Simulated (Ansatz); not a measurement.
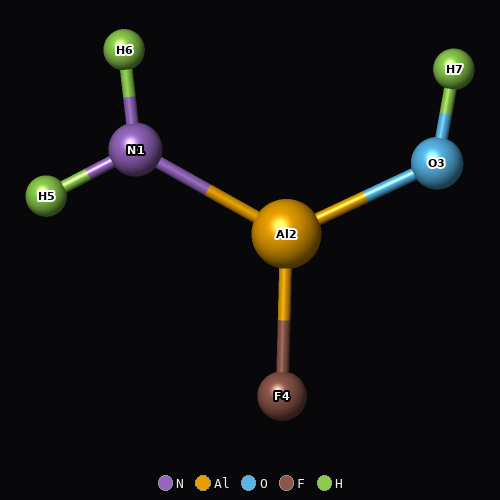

The system is AlFH₃NO, SMILES [NH2][Al]([OH])[F]; the picture shows the reference structure. First axis: angle H5–N1–Al2. Second axis: dihedral H5–N1–Al2–O3. Nothing is relaxed (all other coordinates rigid). The grid has 15 × 15 points; 182 points were computed and 43 follow by symmetry. Points are written as (first, second). All energies are given in kJ/mol relative to the lowest grid point. Method: RKS SPW92 (LDA)/def2-TZVP (Ansatz 0.2.0).

Its coordinates:

| atom | x (Å) | y (Å) | z (Å) |
| --- | --- | --- | --- |
| N | -0.5710 | 0.9259 | -0.5310 |
| Al | -0.1295 | -0.6240 | 0.1509 |
| O | 1.3636 | -1.0108 | 0.8194 |
| F | -1.2621 | -1.8125 | 0.1445 |
| H | -1.4878 | 1.1199 | -0.9267 |
| H | 0.0316 | 1.7420 | -0.5893 |
| H | 2.1164 | -0.4086 | 0.8865 |

Range: angle H5–N1–Al2 from 78.2 to 168.2°; dihedral H5–N1–Al2–O3 from −180 to 156°.

What landscape does the calculation give?

Answer. The lowest grid point is at (123.2°, −180°); the map holds 2 wells of about this depth. The highest grid point, (78.2°, 84°), lies 167 kJ/mol above the lowest. On the interpolated surface the easiest way out of the lowest well to a well of about the same depth near (123.2°, −12°) passes a barrier of about 29 kJ/mol. Round the minimum the two coordinates are nearly uncoupled.

```csv
"dihedral H5–N1–Al2–O3 ↓, angle H5–N1–Al2 →",78.2,84.6,91.1,97.5,103.9,110.4,116.8,123.2,129.6,136.1,142.5,148.9,155.4,161.8,168.2
156,134,100,71,48,29,16,7,5,7,15,29,49,75,106,145
132,150,115,85,61,42,28,19,16,18,25,39,58,83,114,152
108,163,128,98,73,54,39,30,26,28,35,48,67,91,122,159
84,167,131,101,76,56,42,33,29,30,37,50,69,93,124,160
60,158,123,93,68,49,34,25,22,23,31,44,62,87,118,155
36,144,110,80,56,36,22,13,10,12,19,33,52,77,108,146
12,134,100,71,47,28,13,5,1,4,11,25,44,70,102,140
−12,134,100,71,47,28,13,5,1,4,11,25,44,70,102,140
−36,144,110,80,56,36,22,13,10,12,19,33,52,77,108,146
−60,158,123,93,68,49,34,25,22,23,31,44,62,87,118,155
−84,167,131,101,76,56,42,33,29,30,37,50,69,93,124,160
−108,163,128,98,73,54,39,30,26,28,35,48,67,91,122,159
−132,150,115,85,61,42,28,19,16,18,25,39,58,83,114,152
−156,134,100,71,48,29,16,7,5,7,15,29,49,75,106,145
−180,128,94,65,42,24,11,3,0,3,11,25,45,71,103,141
```

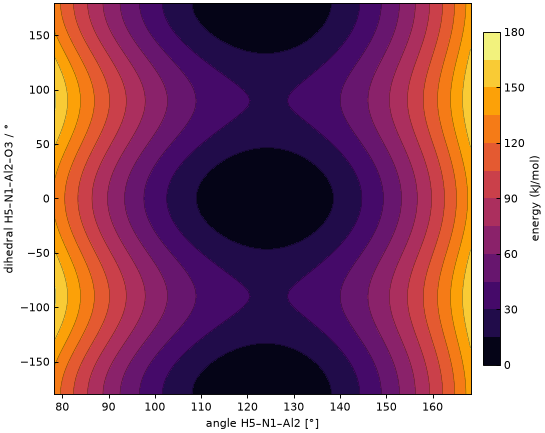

The picture shows filled contours. Between grid points the surface is interpolated.

Each point was launched as `ansatz run input.yaml --threads 1 --pin off --max-ram 2560MiB --backend cpu --events-out ev --progress --plain --runs-dir out`. Time for the 182 points that were run: 2.5 min on 1 thread of AMD EPYC 9R45 96-Core Processor (Zen 5) (shared host).
